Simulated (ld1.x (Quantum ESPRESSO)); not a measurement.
Pseudopotential generation, with input and output: Eu

Europium (Eu, Z = 63), core [Kr] 4d10, reference valence 4f7 5s2 5p6 5d0 6s0 6p0 (an ion of charge +2), valence charge 17. Computed at this level: ultrasoft potential, PBE, scalar-relativistic, made with ld1.x (Quantum ESPRESSO) 7.5.

**The input**
```
 &input
   title='Eu', zed=63., rel=1, dft='PBE', iswitch=3,
   config='[Xe] 4f7 5d0 6s0 6p0',
   nld=4, rlderiv=4.00, eminld=-6.0, emaxld=5.0, deld=0.02
 /
 &inputp
   pseudotype=3, tm=.true., lloc=-2, rcloc=3.30,
   nlcc=.true., new_core_ps=.true., rcore=1.20,
   which_augfun='PSQ', rmatch_augfun_nc=.true.,
   file_pseudopw='Eu.UPF', file_wfcaegen='ae.wfc', file_wfcncgen='nc.wfc', file_beta='beta', file_chi='chi', file_wfcusgen='us.wfc'
 /
8
5S  1  0   2.00   0.00  1.75  2.10  0.0
6S  2  0   0.00   0.00  1.75  2.10  0.0
5P  2  1   6.00   0.00  2.05  2.70  0.0
6P  3  1   0.00   0.00  2.05  2.70  0.0
5D  3  2   0.00   0.00  3.35  3.70  0.0
5D  3  2   0.00   4.20  3.35  3.70  0.0
4F  4  3   7.00   0.00  1.30  1.65  0.0
4F  4  3   0.00   3.70  1.30  1.65  0.0
 &test
   configts(1)='4f7 5s2 5p6 5d0 6s0 6p0'
 /
```

**Input of the test run**
```
 &input
   title='Eu', zed=63., rel=1, dft='PBE', iswitch=2,
   config='[Xe] 4f7 5d0 6s0 6p0'
 /
 &test
   file_pseudo='Eu.UPF', nconf=8,
   configts(1)='4f7 5s2 5p6 5d0 6s0 6p0',
   configts(2)='4f7 5s2 5p6 5d0 6s2 6p0',
   configts(3)='4f7 5s2 5p6 5d0 6s1 6p0',
   configts(4)='4f6 5s2 5p6 5d0 6s0 6p0',
   configts(5)='4f7 5s2 5p6 5d0 6s0 6p1',
   configts(6)='4f7 5s2 5p6 5d1 6s1 6p0',
   configts(7)='4f7 5s2 5p5 5d0 6s2 6p0',
   configts(8)='4f7 5s2 5p6 5d0 6s0 6p2'
 /
```

Run as:
```bash
ld1.x < Eu.in > Eu.out
```

**Log**
```
     Program LD1 v.7.5
     --------------------------- All-electron run ----------------------------

     Eu
     scalar relativistic calculation

     atomic number is 63.00
     dft =PBE   lsd =0 sic =0 latt =0  beta=0.20 tr2=1.0E-14
     Exchange-correlation= PBE
                           (   1   4   3   4   0   0   0)
     mesh =1261 r(mesh) = 100.16965 a.u. xmin = -7.00 dx = 0.01250
     1 Ry =  13.60569312 eV, c = 137.03599908

     n l     nl                  e(Ry)          e(Ha)          e(eV)
     1 0     1S 1( 2.00)     -3556.2312     -1778.1156    -48384.9900
     2 0     2S 1( 2.00)      -584.8002      -292.4001     -7956.6123
     2 1     2P 1( 6.00)      -521.1085      -260.5543     -7090.0429
     3 0     3S 1( 2.00)      -129.4521       -64.7260     -1761.2855
     3 1     3P 1( 6.00)      -109.6341       -54.8171     -1491.6479
     4 0     4S 1( 2.00)       -26.4882       -13.2441      -360.3907
     4 1     4P 1( 6.00)       -19.9714        -9.9857      -271.7244
     3 2     3D 1(10.00)       -83.1548       -41.5774     -1131.3786
     5 0     5S 1( 2.00)        -4.2801        -2.1401       -58.2337
     5 1     5P 1( 6.00)        -2.7391        -1.3695       -37.2667
     4 2     4D 1(10.00)       -10.8960        -5.4480      -148.2482
     4 3     4F 1( 7.00)        -1.1869        -0.5935       -16.1487
     5 2     5D 1( 0.00)        -1.0012        -0.5006       -13.6214
     6 0     6S 1( 0.00)        -1.0265        -0.5132       -13.9657
     6 1     6P 1( 0.00)        -0.7271        -0.3636        -9.8930

     final scf error:  2.2E-15 reached in  30 iterations

     Etot =  -21686.866256 Ry,  -10843.433128 Ha, -295064.847080 eV

     Ekin =   23235.832251 Ry,   11617.916125 Ha,  316139.603060 eV
     Encl =  -52802.471016 Ry,  -26401.235508 Ha, -718414.216775 eV
     Eh   =    8363.211881 Ry,    4181.605940 Ha,  113787.294371 eV
     Exc  =    -483.439372 Ry,    -241.719686 Ha,   -6577.527737 eV

     normalization and overlap integrals

     s(1S/1S) =  1.000000  <r> =   0.0223  <r2> =    0.0007  r(max) =   0.0142
     s(2S/2S) =  1.000000  <r> =   0.0951  <r2> =    0.0107  r(max) =   0.0806
     s(2P/2P) =  1.000000  <r> =   0.0839  <r2> =    0.0086  r(max) =   0.0652
     s(3S/3S) =  1.000000  <r> =   0.2495  <r2> =    0.0711  r(max) =   0.2275
     s(3P/3P) =  1.000000  <r> =   0.2480  <r2> =    0.0713  r(max) =   0.2247
     s(4S/4S) =  1.000000  <r> =   0.5661  <r2> =    0.3616  r(max) =   0.5256
     s(4P/4P) =  1.000000  <r> =   0.5995  <r2> =    0.4087  r(max) =   0.5526
     s(3D/3D) =  1.000000  <r> =   0.2259  <r2> =    0.0600  r(max) =   0.1839
     s(5S/5S) =  1.000000  <r> =   1.3790  <r2> =    2.1392  r(max) =   1.2298
     s(5P/5P) =  1.000000  <r> =   1.6167  <r2> =    2.9656  r(max) =   1.4111
     s(4D/4D) =  1.000000  <r> =   0.6543  <r2> =    0.4970  r(max) =   0.5737
     s(4F/4F) =  1.000000  <r> =   0.9559  <r2> =    1.2388  r(max) =   0.5956
     s(5D/5D) =  1.000000  <r> =   2.5231  <r2> =    7.4329  r(max) =   2.0024
     s(6S/6S) =  1.000000  <r> =   3.5125  <r2> =   13.7671  r(max) =   3.1799
     s(6P/6P) =  1.000000  <r> =   4.2821  <r2> =   20.5142  r(max) =   3.8840

     ------------------------ End of All-electron run ------------------------

     --------------------- Generating US pseudopotential ---------------------

      Generating local potential from pseudized AE potential:
      Matching radius rcloc =   3.3000
      Enforcing V''(0)=0 (lloc=-2)

      Local pseudo, rcloc= 3.260 Estimated cut-off energy=     2.71 Ry

      Computing core charge for nlcc:

       r > 1.21 : true rho core
      Core charge pseudized with two Bessel functions
      Integrated core pseudo-charge :  10.80
      Wfc-us  5S rcutus= 2.079  Estimated cut-off energy=    12.55 Ry
      Wfc-us  6S rcutus= 2.079  Estimated cut-off energy=    25.01 Ry
      Wfc-us  5P rcutus= 2.669  Estimated cut-off energy=    12.10 Ry
      Wfc-us  6P rcutus= 2.669  Estimated cut-off energy=    22.74 Ry
      Wfc-us  5D rcutus= 3.695  Estimated cut-off energy=     8.71 Ry
      Wfc-us  5D rcutus= 3.695  Estimated cut-off energy=    15.95 Ry
      Wfc-us  4F rcutus= 1.660  Estimated cut-off energy=    57.84 Ry
      Wfc-us  4F rcutus= 1.660  Estimated cut-off energy=    54.04 Ry

     Q pseudized with Bessel functions
     Expected ecutrho=     332.1613 due to l1=  3   l2=  3

     ------------------- End of pseudopotential generation -------------------

     --------------------------- All-electron run ----------------------------

     Eu
     scalar relativistic calculation

     atomic number is 63.00
     dft =PBE   lsd =0 sic =0 latt =0  beta=0.20 tr2=1.0E-14
     Exchange-correlation= PBE
                           (   1   4   3   4   0   0   0)
     mesh =1261 r(mesh) = 100.16965 a.u. xmin = -7.00 dx = 0.01250
     1 Ry =  13.60569312 eV, c = 137.03599908

     n l     nl                  e(Ry)          e(Ha)          e(eV)
     1 0     1S 1( 2.00)     -3556.2312     -1778.1156    -48384.9900
     2 0     2S 1( 2.00)      -584.8002      -292.4001     -7956.6123
     2 1     2P 1( 6.00)      -521.1085      -260.5543     -7090.0429
     3 0     3S 1( 2.00)      -129.4521       -64.7260     -1761.2855
     3 1     3P 1( 6.00)      -109.6341       -54.8171     -1491.6479
     4 0     4S 1( 2.00)       -26.4882       -13.2441      -360.3907
     4 1     4P 1( 6.00)       -19.9714        -9.9857      -271.7244
     3 2     3D 1(10.00)       -83.1548       -41.5774     -1131.3786
     5 0     5S 1( 2.00)        -4.2801        -2.1401       -58.2337
     5 1     5P 1( 6.00)        -2.7391        -1.3695       -37.2667
     4 2     4D 1(10.00)       -10.8960        -5.4480      -148.2482
     4 3     4F 1( 7.00)        -1.1869        -0.5935       -16.1487
     5 2     5D 1( 0.00)        -1.0012        -0.5006       -13.6214
     6 0     6S 1( 0.00)        -1.0265        -0.5132       -13.9657
     6 1     6P 1( 0.00)        -0.7271        -0.3636        -9.8930

     final scf error:  2.2E-15 reached in  30 iterations

     Etot =  -21686.866256 Ry,  -10843.433128 Ha, -295064.847080 eV

     Ekin =   23235.832251 Ry,   11617.916125 Ha,  316139.603060 eV
     Encl =  -52802.471016 Ry,  -26401.235508 Ha, -718414.216775 eV
     Eh   =    8363.211881 Ry,    4181.605940 Ha,  113787.294371 eV
     Exc  =    -483.439372 Ry,    -241.719686 Ha,   -6577.527737 eV

     normalization and overlap integrals

     s(1S/1S) =  1.000000  <r> =   0.0223  <r2> =    0.0007  r(max) =   0.0142
     s(2S/2S) =  1.000000  <r> =   0.0951  <r2> =    0.0107  r(max) =   0.0806
     s(2P/2P) =  1.000000  <r> =   0.0839  <r2> =    0.0086  r(max) =   0.0652
     s(3S/3S) =  1.000000  <r> =   0.2495  <r2> =    0.0711  r(max) =   0.2275
     s(3P/3P) =  1.000000  <r> =   0.2480  <r2> =    0.0713  r(max) =   0.2247
     s(4S/4S) =  1.000000  <r> =   0.5661  <r2> =    0.3616  r(max) =   0.5256
     s(4P/4P) =  1.000000  <r> =   0.5995  <r2> =    0.4087  r(max) =   0.5526
     s(3D/3D) =  1.000000  <r> =   0.2259  <r2> =    0.0600  r(max) =   0.1839
     s(5S/5S) =  1.000000  <r> =   1.3790  <r2> =    2.1392  r(max) =   1.2298
     s(5P/5P) =  1.000000  <r> =   1.6167  <r2> =    2.9656  r(max) =   1.4111
     s(4D/4D) =  1.000000  <r> =   0.6543  <r2> =    0.4970  r(max) =   0.5737
     s(4F/4F) =  1.000000  <r> =   0.9559  <r2> =    1.2388  r(max) =   0.5956
     s(5D/5D) =  1.000000  <r> =   2.5231  <r2> =    7.4329  r(max) =   2.0024
     s(6S/6S) =  1.000000  <r> =   3.5125  <r2> =   13.7671  r(max) =   3.1799
     s(6P/6P) =  1.000000  <r> =   4.2821  <r2> =   20.5142  r(max) =   3.8840

     ------------------------ End of All-electron run ------------------------

     Computing logarithmic derivative in   4.00737
     Computing logarithmic derivative in   4.00737
     Computing the partial wave expansion
     R is outside the sphere for l=    0 j= 0.00
     R is outside the sphere for l=    0 j= 0.00
     R is outside the sphere for l=    1 j= 0.00
     R is outside the sphere for l=    1 j= 0.00
     R is outside the sphere for l=    2 j= 0.00
     R is outside the sphere for l=    2 j= 0.00
     R is outside the sphere for l=    3 j= 0.00
     R is outside the sphere for l=    3 j= 0.00

     ---------------------- Testing the pseudopotential ----------------------

     Eu
     scalar relativistic calculation

     atomic number is 63.00   valence charge is 17.00
     dft =PBE   lsd =0 sic =0 latt =0  beta=0.20 tr2=1.0E-14
     mesh =1261 r(mesh) = 100.16965 xmin = -7.00 dx = 0.01250

     n l     nl             e AE (Ry)        e PS (Ry)    De AE-PS (Ry)
     4 3     4F   1( 7.00)       -1.18690       -1.18690        0.00000
     1 0     5S   1( 2.00)       -4.28010       -4.28010       -0.00000
     2 1     5P   1( 6.00)       -2.73905       -2.73905       -0.00000
     3 2     5D   1( 0.00)       -1.00115       -1.00115        0.00000
     2 0     6S   1( 0.00)       -1.02646       -1.02646        0.00000
     3 1     6P   1( 0.00)       -0.72712       -0.72712       -0.00000

     eps = 2.3E-15  iter =  4

     Etot =  -21686.866256 Ry,  -10843.433128 Ha, -295064.847080 eV
     Etotps =  -212.562126 Ry,    -106.281063 Ha,   -2892.055060 eV

     Ekin =      38.998473 Ry,      19.499236 Ha,     530.601253 eV
     Encl =    -324.245430 Ry,    -162.122715 Ha,   -4411.583819 eV
     Ehrt =     158.746123 Ry,      79.373062 Ha,    2159.851039 eV
     Ecxc =     -51.839604 Ry,     -25.919802 Ha,    -705.313748 eV
     (Ecc =     -24.293704 Ry,     -12.146852 Ha,    -330.532684 eV)
     Epseu=     -34.221688 Ry,     -17.110844 Ha,    -465.609786 eV

     ---------------------- End of pseudopotential test ----------------------
```

**Output of the test run (extracts)**
```
     ---------------------- Testing the pseudopotential ----------------------

     Eu
     scalar relativistic calculation

     atomic number is 63.00   valence charge is 17.00
     dft =PBE   lsd =0 sic =0 latt =0  beta=0.20 tr2=1.0E-14
     mesh =1261 r(mesh) = 100.16965 xmin = -7.00 dx = 0.01250

     n l     nl             e AE (Ry)        e PS (Ry)    De AE-PS (Ry)
     4 3     4F   1( 7.00)       -1.18690       -1.18690        0.00000
     1 0     5S   1( 2.00)       -4.28010       -4.28010       -0.00000
     2 1     5P   1( 6.00)       -2.73905       -2.73905       -0.00000
     3 2     5D   1( 0.00)       -1.00115       -1.00115        0.00000
     2 0     6S   1( 0.00)       -1.02646       -1.02646        0.00000
     3 1     6P   1( 0.00)       -0.72712       -0.72712       -0.00000

     eps = 2.3E-15  iter =  4

     Etot =  -21686.866256 Ry,  -10843.433128 Ha, -295064.847080 eV
     Etotps =  -212.562126 Ry,    -106.281063 Ha,   -2892.055060 eV

     Ekin =      38.998473 Ry,      19.499236 Ha,     530.601253 eV
     Encl =    -324.245430 Ry,    -162.122715 Ha,   -4411.583819 eV
     Ehrt =     158.746123 Ry,      79.373062 Ha,    2159.851039 eV
     Ecxc =     -51.839604 Ry,     -25.919802 Ha,    -705.313748 eV
     (Ecc =     -24.293704 Ry,     -12.146852 Ha,    -330.532684 eV)
     Epseu=     -34.221688 Ry,     -17.110844 Ha,    -465.609786 eV

     ---------------------- End of pseudopotential test ----------------------
```

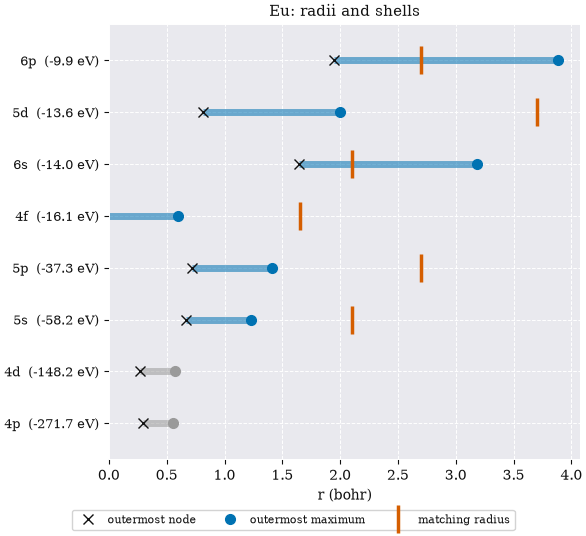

Fig. 1: Outer shells of the all-electron reference atom: each bar runs from the outermost node (or the nucleus) to the outermost maximum of u(r); the tick is the radius chosen for the pseudo-wave. Shells without a tick have no pseudo-wave of their own. Levels, nodes and maxima are from ld1.x, scalar-relativistic.

- Radii against the shells: 5s: 2.10 bohr, outside the maximum; 5p: 2.70 bohr, outside the maximum; 4f: 1.65 bohr, outside the maximum; 6s: 2.10 bohr, between node and maximum; 5d: 3.70 bohr, outside the maximum; 6p: 2.70 bohr, between node and maximum.

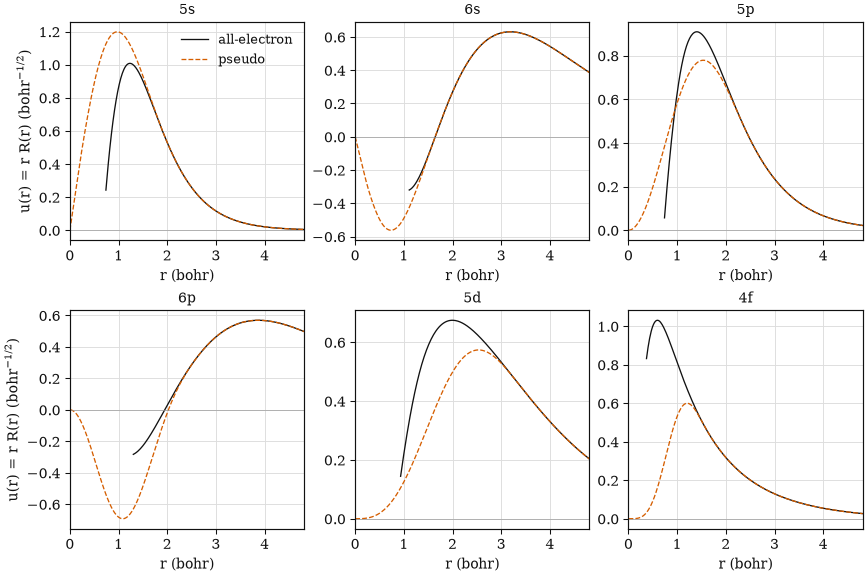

Fig. 2: All-electron valence functions (solid) with their pseudo partners (dashed). The innermost oscillations of some all-electron curves aren't drawn. Reference configuration 4f7 5s2 5p6 5d0 6s0 6p0.

- Matching radii: 5s at 2.10 bohr; 6s at 2.10 bohr; 5p at 2.70 bohr; 6p at 2.70 bohr; 5d at 3.70 bohr; 4f at 1.65 bohr. The curves merge smoothly, so the plot gives these only roughly.
- Nodes of the pseudo-waves: 5s has no node; 6s has a node at about 1.6 bohr; 5p has no node; 6p has a node at about 2.0 bohr; 5d has no node; 4f has no node. A node in 6s and 6p is allowed, since a lower shell of the same l is also in the valence.
- Cutoffs needed: 50 Ry (loose) and 80 Ry (tight), as the cutoffs, on a coarse ladder, from which the occupation-weighted sum of valence levels, in a spherical-Bessel basis at the reference potential, stays within 10 and 1 mRy of its value at 400 Ry.

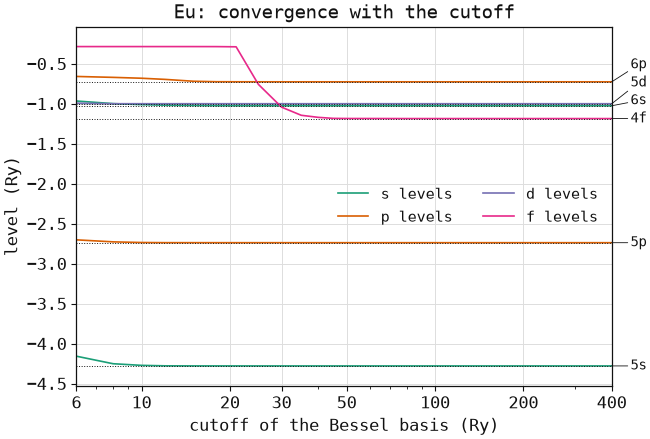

Fig. 3: The pseudo-atom Hamiltonian at the reference potential is diagonalised in spherical Bessel functions (20 bohr box) up to the cutoff. Curves: the lowest levels of each channel that holds a bound state. Dotted lines: the all-electron valence levels.

- Ghost states: no ghost state below the valence levels in the s, p, d, f channels. The curves of the valence states settle on the dotted lines.
- All-electron valence levels: 5s: -4.3 Ry; 6s: -1.03 Ry; 5p: -2.74 Ry; 6p: -0.73 Ry; 5d: -1.00 Ry; 4f: -1.19 Ry.

**Key numbers**

- outcome: generated
- cutoffs needed: 50 Ry and 80 Ry (the cutoffs, on a coarse ladder, from which the occupation-weighted sum of valence levels, in a spherical-Bessel basis at the reference potential, stays within 10 and 1 mRy of its value at 400 Ry); ghost states and empty shells don't enter this sum
- ghost test: no ghost state below the valence levels in the s, p, d, f channels (spherical-Bessel basis up to 400 Ry, 20 bohr box)
- configuration tests: test run stopped at test 1 of 7 (negative rho)
- lowest eigenvalue of the overlap operator S in a Bessel basis (separate test): 0.092 (p channel)
- density cutoff estimated by the generator: 332 Ry
- range over which the phases arctan(r u′/u) at the test radius agree within 0.05 rad (a looser test near the poles than one of phase shifts): s: over the whole range computed; p: up to about 2.1 Ry; d: between about -1.1 and -0.7 Ry; f: not judged, since its reference level lies on a steep step
- hardware: 1 CPU thread, shared host
- wall time: 2 s
